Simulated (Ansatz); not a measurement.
A series of calculations on BH$_{2}$ClF$_{2}$

## 1. Relaxation

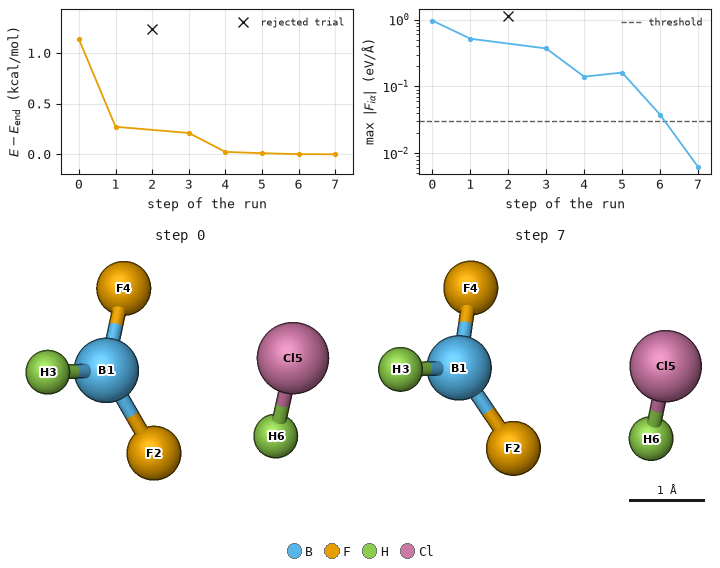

First and last geometry of a relaxation of BH2ClF2, with the history of the run. Style: ball-and-stick. Shown at a tilt.

The run prepares an end point of a later path (reaction) calculation, from a guessed geometry.

These are results of Ansatz, RKS r2SCAN/6-31G*, not measurements. Settings: no spin polarisation; force threshold 0.03 eV/Å; at most 50 steps.

What do the curves and the structures tell?

Answer. It converged. The atom that moves furthest after the best rigid fit is Cl5 (0.24 Å). By element the largest moves are Cl 0.24 Å, H 0.23 Å, F 0.21 Å, B 0.12 Å. Among the contacts that change: Cl5–H6 1.330 → 1.287 Å. After 6 accepted moves (7 points after the start) the energy has fallen by 1.14 kcal/mol. The largest force component goes from 0.96 to 0.0063 eV/Å. The line search rejected the trial step at point 2 of the run. Cost: 28 s on 1 thread of Arm Neoverse V1, on a shared host, peak memory 0.14 GiB.

| step | E − E(0), kcal/mol | largest force component, eV/Å | note |
| --- | --- | --- | --- |
| 0 | 0.00 | 0.9637 |  |
| 1 | -0.86 | 0.5174 |  |
| 2 | 0.10 | 1.1197 | rejected |
| 3 | -0.93 | 0.3698 |  |
| 4 | -1.11 | 0.1400 |  |
| 5 | -1.13 | 0.1614 |  |
| 6 | -1.13 | 0.0379 |  |
| 7 | -1.14 | 0.0063 |  |

## 2. Relaxation

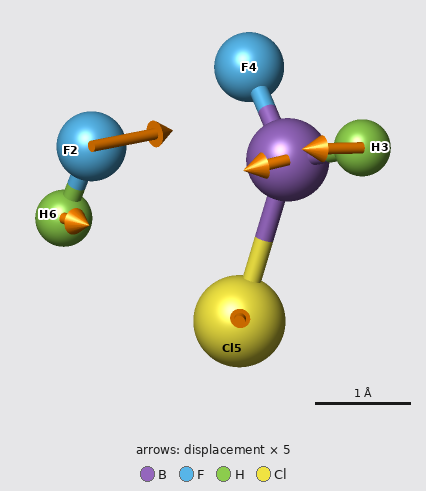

This is a relaxation of BH₂ClF₂. The starting structure is drawn; orange arrows show the displacements, magnified 5 times. The two geometries are superimposed by the best rigid fit.

The picture is a ball-and-stick view, seen from a free direction.

The run prepares an end point of a later path (reaction) calculation, from a guessed geometry.

Computed with Ansatz, RKS r2SCAN/6-31G*. (no spin polarisation; force threshold 0.03 eV/Å; at most 50 steps)

Question: Which element moves most?

Answer: Fluorine: up to 0.22 Å, against 0.14 Å for hydrogen.

Question: Describe the change and its energy.

Answer: After 6 accepted moves (7 points after the start) the energy has fallen by 1.30 kcal/mol. The largest force component goes from 0.86 to 0.017 eV/Å. The line search rejected the trial step at point 2 of the run. The atom that moves furthest after the best rigid fit is an F atom (0.22 Å). By element the largest moves are F 0.22 Å, H 0.14 Å, B 0.10 Å, Cl 0.05 Å. Some distances before and after: B–Cl 1.830 → 1.793 Å, F–H 0.931 → 0.941 Å, B–F 1.310 → 1.318 Å. Among the angles between lasting bonds that change: H–B–F 124.4° → 122.0°.

Limits of the set-up: the start holds two separate molecules, 2.5 Å apart at their closest, whose relative position is a soft coordinate and is computed without a dispersion correction.

## 3. Path

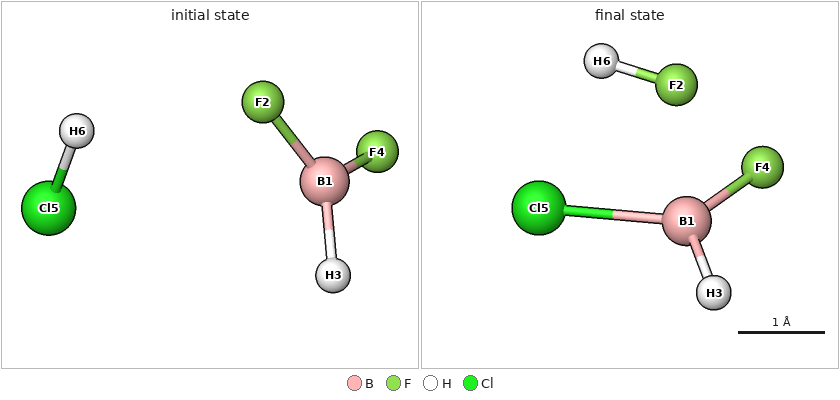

The two relaxed end points of a path for BH2ClF2, made up at the start of BHF2 and HCl. Style: ball-and-stick. Shown at a tilt.

Computed with RKS r2SCAN/6-31G* (Ansatz 0.2.0).

Set-up: 5 movable images; climbing image; force threshold 0.05 eV/Å; iteration limit 60.

Start:
```xyz
6

B    -0.0178    0.3627   -0.0930
F    -0.0490    0.4118    1.2360
H     1.0207    0.3299   -0.6745
F    -1.1681    0.3813   -0.7347
Cl    0.1497   -2.7966    1.0977
H     0.0892   -1.8039    1.9151
```

End:
```xyz
6

B     0.0362   -0.4528   -0.2858
F     0.0243    0.1116    1.8435
H     1.0405    0.1376   -0.5207
F    -1.1515    0.0598   -0.5401
Cl    0.1181   -2.2102    0.0595
H    -0.0429   -0.7607    2.1902
```

Predict the minimum-energy path and its barrier.

Answer. Forward barrier 106.9 kJ/mol, backward barrier 37.6 kJ/mol, with image 4 at the top; the reaction energy is +69.3 kJ/mol. Breaking: B1–F2 (1.33 → 1.56 at the top → 2.20 Å), Cl5–H6 (1.29 → 1.59 at the top → 2.58 Å). Forming: B1–Cl5 (3.38 → 2.06 at the top → 1.79 Å), F2–H6 (2.32 → 1.16 at the top → 0.94 Å). The band converged in 18 iterations. The largest component of the band force went from 6 to 0.027 eV/Å. The climbing image converged on the top of the path. Its vibrational analysis gives one imaginary mode (775i cm⁻¹), as a transition state must have.

Energies of the converged images:

```tsv
image	path (Å)	E (kJ/mol)
0	0.00	0.0
1	0.40	1.6
2	0.80	13.2
3	1.20	57.6
4	1.59	106.9
5	2.07	79.3
6	2.54	69.3
```

The geometry at the top of the path:

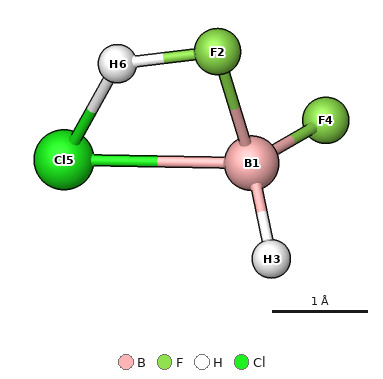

Limits of the set-up: the start holds two separate molecules, 2.3 Å apart at their closest, whose relative position is a soft coordinate and is computed without a dispersion correction.
